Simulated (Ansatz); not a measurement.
# SiHCl3 (trichlorosilane) at wB97X/def2-SVPD

Aim: the electronic atomisation energy of SiHCl3 (trichlorosilane) at wB97X/def2-SVPD, from 4 runs. 

The results are computed with Ansatz 0.2.0.

44 further runs of the same task are left out: 2 that didn't finish, 42 set aside as unsound or not needed.

### Step 1. The molecule

SiHCl3: 5 atoms, total charge 0, spin state singlet. SMILES: `Cl[SiH](Cl)Cl`. Geometry: relaxed at PBE0-D4/def2-TZVP.

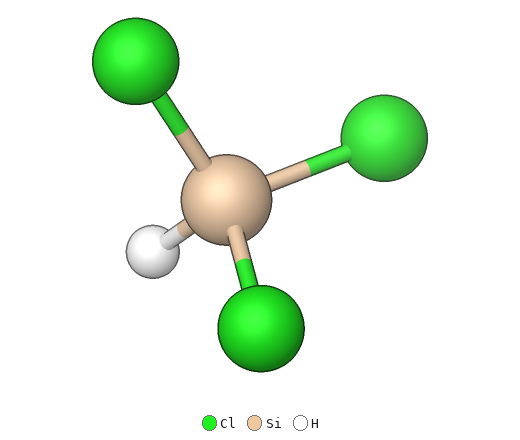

The structure, seen from a chosen angle (chlorine green, silicon light orange, hydrogen white).

### Step 2. The energy at wB97X/def2-SVPD

input.yaml

```yaml
crystal:
  periodic: [false, false, false]
  atoms:
    - {symbol: Cl, position_ang: [1.690930, -0.571430, 0.891880]}
    - {symbol: Si, position_ang: [-0.081300, -0.012690, 0.075440]}
    - {symbol: Cl, position_ang: [0.017700, 1.933700, -0.491290]}
    - {symbol: Cl, position_ang: [-0.476020, -1.170520, -1.544190]}
    - {symbol: H, position_ang: [-1.151310, -0.179060, 1.068150]}
basis:
  gaussian: {orbitals: def2-SVPD}
hamiltonian: {xc: {name: wB97X}}
accuracy: high
output: {orbitals: {seedname: orbitals}}
```

Launch:

```
$ ansatz run input.yaml --threads 1 --pin off --max-ram 3480MiB --events-out events.jsonl --progress --plain --runs-dir runs
```

Standard output:

```text
Warning: RAYON_NUM_THREADS=1 ignored (pool sized by the plan → 1); use --threads N
Functional definition: wB97X
  name "wB97X"
  parameter omega = 0.3/bohr
  parameter cx = 0.157706
  parameter cx1 = 0.726479
  parameter cx2 = 1.04760
  parameter cx3 = -5.70635
  parameter cx4 = 13.2794
  parameter css1 = -4.33879
  parameter css2 = 18.2308
  parameter css3 = -31.7430
  parameter css4 = 17.2901
  parameter cos1 = 2.37031
  parameter cos2 = -11.3995
  parameter cos3 = 6.58405
  parameter cos4 = -3.78132
  exchange = spin_sum(e_x_unif_sr(omega)*poly(b97_u_x, 1 - cx, cx1, cx2, cx3, cx4)) + cx*exact_x_sr(omega)
      + exact_x_lr(omega)
  correlation = spin_sum(e_c_pw_same_spin*poly(b97_u_same, 1, css1, css2, css3, css4))
      + integral(e_c_pw_opposite_spin*poly(b97_u_opposite, 1, cos1, cos2, cos3, cos4))
2081 factors; integrals over basis functions are off by at most 3.4e-9 eV
544 factors; integrals over basis functions are off by at most 1.7e-9 eV
mean field evaluation 1: about -45450.7421 eV, gradient 2.1e1 eV
mean field evaluation 2: about -45451.3105 eV, gradient 1.6e1 eV
mean field evaluation 4: about -45451.9880 eV, gradient 1.0e0 eV
mean field evaluation 8: about -45452.0845 eV, gradient 1.5e-2 eV
mean field evaluation 16: about -45452.0845 eV, gradient 1.1e-5 eV
mean field -45452.08448865 eV, -1670.3332964286 hartree, gradient 2.4e-8 eV, S^2 0.000000; 0 other end points of the search recorded, 0 dependent functions left out
reference -45452.08448535 eV, -1670.3332963071 hartree; 33, 33 occupied and 80, 80 virtual orbitals, 2081 factors
Total energy: -45452.08448535 eV, -1670.3332963071 hartree
```

Run time: 20 s. Hardware: 1 thread of Intel Xeon 6975P-C (Granite Rapids), shared host; peak memory 0.7 GiB.

### Step 3. The Cl atom

molecule.yaml

```yaml
basis:
  gaussian:
    orbitals: def2-SVPD
crystal:
  periodic: [false, false, false]
  atoms:
    - {symbol: Cl, position_ang: [0.000000, 0.000000, 0.000000]}
magnetization:
  spin_polarized: true
  initial_magnetization: 1
hamiltonian:
  xc: {name: wB97X}
accuracy: high
```

Run the same way, it converges to -459.99807 Eh (log not shown).

### Step 4. The H atom at the same level

input.yaml

```yaml
crystal:
  periodic: [false, false, false]
  atoms:
    - symbol: H
      position_ang: [0.000000, 0.000000, 0.000000]
basis:
  gaussian:
    orbitals: def2-SVPD
magnetization:
  spin_polarized: true
  initial_magnetization: 1
hamiltonian:
  xc: {name: wB97X}
accuracy: high
```

Run the same way, it converges to -0.50060 Eh (log not shown).

### Step 5. The Si atom at the same level

in.yaml

```yaml
crystal:
  periodic: [false, false, false]
  atoms:
    - symbol: Si
      position_ang: [0.000000, 0.000000, 0.000000]
basis:
  gaussian:
    orbitals: def2-SVPD
magnetization:
  spin_polarized: true
  initial_magnetization: 2
hamiltonian:
  xc: {name: wB97X}
accuracy: high
```

Launch:

```
$ ansatz run in.yaml --threads 1 --pin off --max-ram 3480MiB --events-out events.jsonl --progress --plain --runs-dir runs
```

Standard output, shortened:

```text
Warning: RAYON_NUM_THREADS=1 ignored (pool sized by the plan → 1); use --threads N
Functional definition: wB97X
  name "wB97X"
[...]
      + exact_x_lr(omega)
[...]
      + integral(e_c_pw_opposite_spin*poly(b97_u_opposite, 1, cos1, cos2, cos3, cos4))
196 factors; integrals over basis functions are off by at most 2.6e-9 eV
100 factors; integrals over basis functions are off by at most 2.5e-9 eV
[...]
mean field -7871.23603006 eV, -289.2625887893 hartree, gradient 3.7e-9 eV, S^2 2.005163; 0 other end points of the search recorded, 0 dependent functions left out
reference -7871.23602853 eV, -289.2625887331 hartree; 8, 6 occupied and 16, 18 virtual orbitals, 196 factors
Total energy: -7871.23602853 eV, -289.2625887331 hartree
```

Run time: 1.6 s. Hardware: 1 thread of Intel Xeon 6975P-C (Granite Rapids), shared host; peak memory 0.22 GiB.

### Step 6. Outcome

Level: wB97X/def2-SVPD.

```
                     quantity           value
       molecule: total energy  -1670.33330 Eh
        molecule: HOMO energy       -11.91 eV
        molecule: LUMO energy         1.74 eV
      molecule: HOMO–LUMO gap        13.64 eV
        Cl atom: total energy   -459.99807 Eh
                Cl atom: ⟨S²⟩           0.753
         H atom: total energy     -0.50060 Eh
                 H atom: ⟨S²⟩           0.750
        Si atom: total energy   -289.26259 Eh
                Si atom: ⟨S²⟩           2.005
electronic atomisation energy       15.671 eV
```

In words: Taking the molecule apart into free atoms costs 15.67 eV (1512 kJ/mol), before zero-point energy and without spin-orbit coupling.
